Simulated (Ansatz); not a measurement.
A ladder of methods for [BCl2]+ (SMILES Cl[B+]Cl)

The species is [BCl2]+ (3 atoms), meant as a singlet with charge +1. SMILES: `Cl[B+]Cl`. The coordinates come from a PBE0-D4/def2-TZVP relaxation.

```tsv
atom	x (Å)	y (Å)	z (Å)
Cl	-1.2679	0.7857	-0.6053
B	0.0000	0.0000	0.0000
Cl	1.2679	-0.7857	0.6053
```

Each level gives the energy change with the B2–Cl3 bond stretched from 1.610 to 2.898 Å (eV). The values are calculated.

```csv
level,kind,program,value (eV),CPU time (all runs)
SVWN5/cc-pVTZ (restricted),LDA,Ansatz,5.80,2.8 s
BHLYP/cc-pVTZ (restricted),global hybrid,Ansatz,6.00,5.8 s
PBE0/cc-pVTZ (restricted),global hybrid,Ansatz,5.89,5.4 s
CAM-B3LYP/cc-pVTZ (restricted),range-separated hybrid,Ansatz,5.89,6.1 s
wB97M-V/cc-pVTZ (restricted),range-separated hybrid,Ansatz,5.91,28 s
RPA@PBE0/cc-pVTZ (restricted),RPA,Ansatz,5.40,11 s
MP2/cc-pVTZ (restricted),perturbation theory,Ansatz,6.00,5.2 s
CCSD/cc-pVTZ (restricted),coupled cluster or CI,Ansatz,5.49,8.6 s
```

The first shape isn't each level's own minimum. The values span 5.40 to 6.00 eV. CPU times are rough (shared hosts, several kinds of processor): they show what a rung costs within a factor of a few.

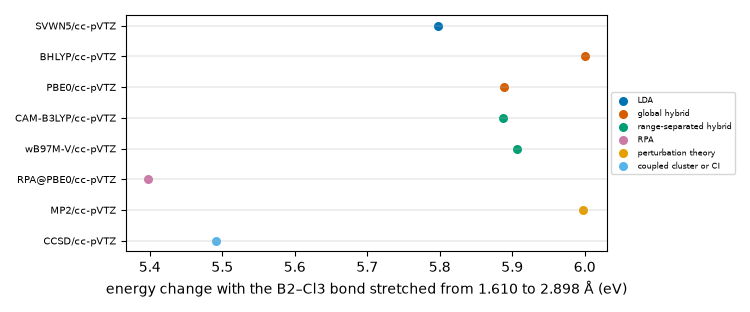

The values of the table, level by level.
